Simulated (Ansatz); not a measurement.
# H$_{4}$O$_{3}$Si: what the fields show

```yaml
atoms:
  - { symbol: Si, position_ang: [-0.2048, -0.3065, -0.0350] }
  - { symbol: O, position_ang: [-0.0005, -0.4765, 1.5993] }
  - { symbol: H, position_ang: [-0.5605, 0.0809, 2.1523] }
  - { symbol: O, position_ang: [1.2650, -0.4650, -0.7755] }
  - { symbol: H, position_ang: [2.0099, -0.0241, -0.3480] }
  - { symbol: O, position_ang: [-0.9014, 1.1940, -0.2153] }
  - { symbol: H, position_ang: [-1.2157, 1.4398, -1.0931] }
  - { symbol: H, position_ang: [-1.0448, -1.3565, -0.6504] }
```

Theory: RKS B3LYP/def2-SVP (Ansatz 0.2.0).

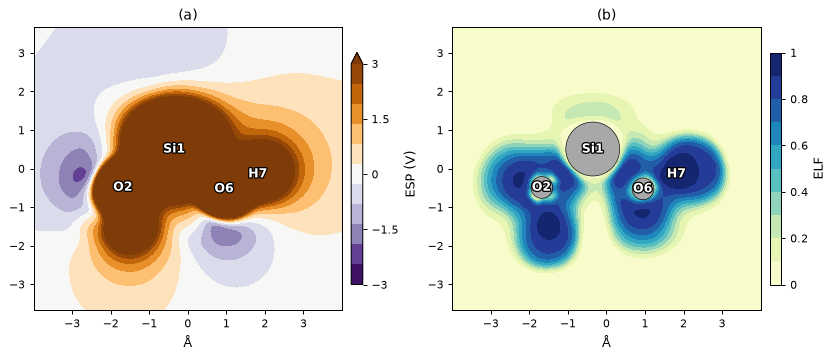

Figure 1. (a) electrostatic potential; (b) ELF on the plane of atoms O2, Si1 and O6. Grey discs cover the atomic cores in the ELF map.

### What do the fields say about this system?

The plane passes through Si, O and H nuclei.
Si–O (1.66 Å): the ELF peaks at about 0.90 between the atoms; a shared but strongly polarised pair.
O–H (0.96 Å): the ELF climbs to about 1 towards the hydrogen, as it does in any bond to H (a covalent bond by its length).
The ELF also peaks beside O6 and O2, away from the bonds: lone-pair regions.
Outside the dense part of the molecule the potential is most negative (−2.0 V) near O2.

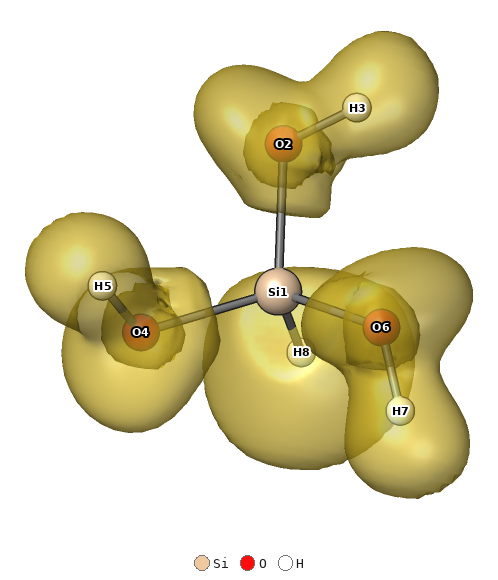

Figure 2. Isosurface of the ELF at 0.75 (yellow), seen at a tilt. Core shells and regions of very low density are left out.

### What do the ELF domains correspond to?

At this value the surface marks out one region around a hydrogen nucleus and three joined regions spread over several atoms (H, O), in which their bonds and any lone pairs are merged. Along the contacts the grid gives the following. Si–O (1.65 Å): the ELF peaks at about 0.90 between the atoms: a polar covalent bond.

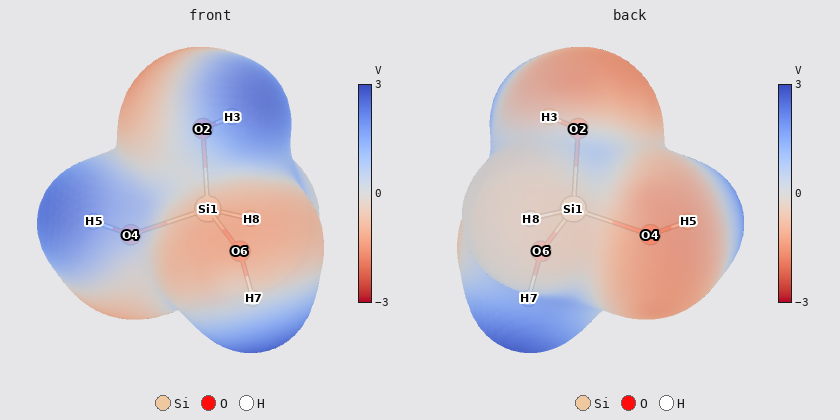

Figure 3. The molecular electrostatic potential painted on the density surface at 0.002 e/bohr³, seen from the front and from behind; red is negative and blue positive.

### Where is the surface potential most negative and most positive?

The most negative region (about −1.5 V) lies over O2 and O4, the most positive (about +2.5 V) over H7.
